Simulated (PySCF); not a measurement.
**CH2ClF (chlorofluoromethane): MP2/STO-6G**

Aim: the vertical ionisation energy of CH2ClF (chlorofluoromethane) at MP2/STO-6G, from 2 runs. Input form: a Python script.

Program for the calculation: PySCF 2.14.0.

5 further runs of the same task are left out: 5 set aside as unsound or not needed.

**1. The structure to begin with**

The species is CH2ClF (5 atoms), meant as a singlet with charge 0. SMILES: `FCCl`. The coordinates come from a PBE0-D4/def2-TZVP relaxation.

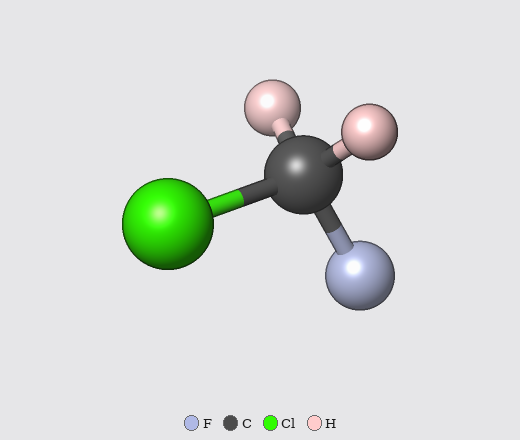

Viewed from a chosen angle; fluorine light blue, carbon dark grey, chlorine green, hydrogen pink.

**2. The energy at MP2/STO-6G**

The input, input.py:

```python
# FCCl
from pyscf import gto, scf, mp

mol = gto.Mole()
mol.atom = [
    ('F', (-0.970450, 0.560520, 0.766500)),
    ('C', (0.083560, 0.089320, 0.058070)),
    ('Cl', (-0.422970, -1.232890, -0.998060)),
    ('H', (0.832130, -0.302600, 0.745580)),
    ('H', (0.477720, 0.885670, -0.572080)),
]
mol.basis = 'sto-6g'
mol.max_memory = 1860
mol.verbose = 3
mol.build()

calc0 = scf.RHF(mol)
calc0.conv_tol = 1e-10
calc0.kernel()
if not calc0.converged:
    calc0 = calc0.newton().run(calc0.mo_coeff, calc0.mo_occ)

pt = mp.MP2(calc0, frozen=7).run()
energy = pt.e_tot
print('E(%s) = %.9f' % ('MP2', energy))
```

Launch:

```bash
$ OMP_NUM_THREADS=1 python input.py
```

The log of the run:

```text
converged SCF energy = -595.87836209683
E(RMP2) = -595.955468432729  E_corr = -0.0771063358988268
E(SCS-RMP2) = -595.963332159141  E_corr = -0.0849700623110526
E(MP2) = -595.955468433
```

Wall time 0.8 s (1 thread of Arm Neoverse V2, shared host); peak memory 0.12 GiB.

**3. The doublet cation at the same level**

The input, calc.py:

```python
from pyscf import gto, scf, mp

mol = gto.M(
    atom='''
F   -0.970450   0.560520   0.766500
C    0.083560   0.089320   0.058070
Cl  -0.422970  -1.232890  -0.998060
H    0.832130  -0.302600   0.745580
H    0.477720   0.885670  -0.572080
''',
    max_memory=1860,
    charge=1,
    verbose=3,
    spin=1,
    basis='sto-6g',
)

myscf = scf.UHF(mol)
myscf.conv_tol = 1e-10
myscf.kernel()
if not myscf.converged:
    myscf = myscf.newton().run(myscf.mo_coeff, myscf.mo_occ)

pt = mp.MP2(myscf, frozen=7).run()
e_final = pt.e_tot
print(f'total energy: {e_final:.8f} hartree')
```

Launch:

```bash
$ OMP_NUM_THREADS=1 python calc.py
```

The log of the run:

```text
converged SCF energy = -595.509340982674  <S^2> = 0.75295626  2S+1 = 2.0029541
E(UMP2) = -595.589301859784  E_corr = -0.0799608771098183
E(SCS-UMP2) = -595.595491392  E_corr = -0.0861504093264165
total energy: -595.58930186 hartree
```

Wall time 0.86 s (1 thread of Arm Neoverse V2, shared host); peak memory 0.12 GiB.

**4. Results**

At MP2/STO-6G, 7 core orbitals frozen:

| quantity | value |
| --- | --- |
| singlet CH2ClF: total energy | -595.95547 Eh |
| singlet CH2ClF: dipole moment (Hartree–Fock density) | 2.09 D |
| singlet CH2ClF: HOMO energy (Hartree–Fock orbitals) | -10.77 eV |
| singlet CH2ClF: LUMO energy (Hartree–Fock orbitals) | 9.66 eV |
| singlet CH2ClF: HOMO–LUMO gap (Hartree–Fock orbitals) | 20.43 eV |
| singlet CH2ClF: correlation energy (7 core orbitals frozen) | -77.1 mEh |
| doublet cation: total energy | -595.58930 Eh |
| doublet cation: HOMO energy (Hartree–Fock orbitals) (highest over α and β) | -20.15 eV |
| doublet cation: LUMO energy (Hartree–Fock orbitals) (lowest over α and β) | -9.22 eV |
| doublet cation: correlation energy (7 core orbitals frozen) | -80.0 mEh |
| doublet cation: ⟨S²⟩ of the reference determinant | 0.753 |
| vertical ionisation energy (to the doublet cation) | 9.964 eV |

In words: Removing an electron at fixed nuclei costs 9.96 eV (230 kcal/mol). In a minimal basis such a difference can be off by several eV, whatever the method. Mulliken charges (singlet CH2ClF) of the mean-field density run from -0.15 on Cl3 to +0.11 on H4; they depend strongly on the basis. Mulliken charges (doublet cation) of the mean-field density run from -0.04 on F1 to +0.53 on Cl3; they depend strongly on the basis.
